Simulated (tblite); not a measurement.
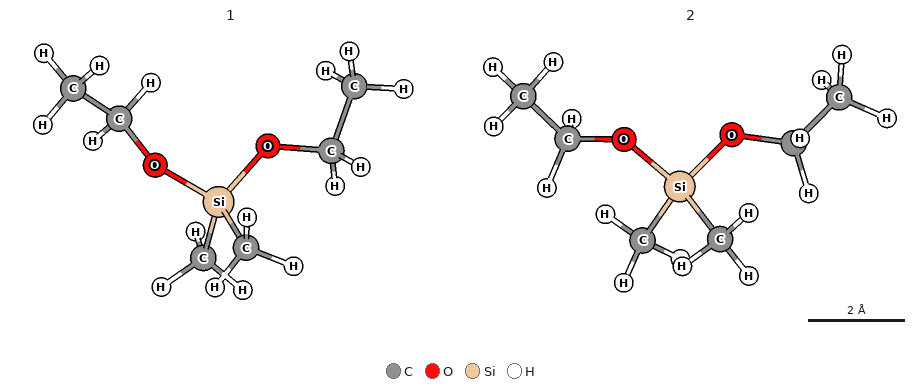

Two geometries of C6H16O2Si, drawn at one scale. One is the start of a relaxation, the other its converged end. Style: ball-and-stick. Shown at a tilt.

These are results of GFN2-xTB geometry optimisation, gas phase in tblite 0.8.0, not measurements. 

Question: Which one is relaxed?

Answer: Structure 1 is the relaxed one. An H atom moves most after the best rigid fit: 1.34 Å. By element the largest moves are H 1.34 Å, O 0.59 Å, C 0.58 Å, Si 0.36 Å. Near-neighbour distances that change, for instance: O–Si 1.730 → 1.620 Å, O–Si 1.719 → 1.636 Å, C–O 1.351 → 1.403 Å, C–H 1.138 → 1.087 Å. Bond angles that change, for instance: Si–O–C 110.5° → 129.2°, C–O–Si 115.3° → 129.4°, H–C–H 113.2° → 107.4°. Groups turn about O–Si by about 50°, O–Si by about 50°, C–C by about 40°. After 174 geometry steps the energy has fallen by 27.1 kcal/mol.
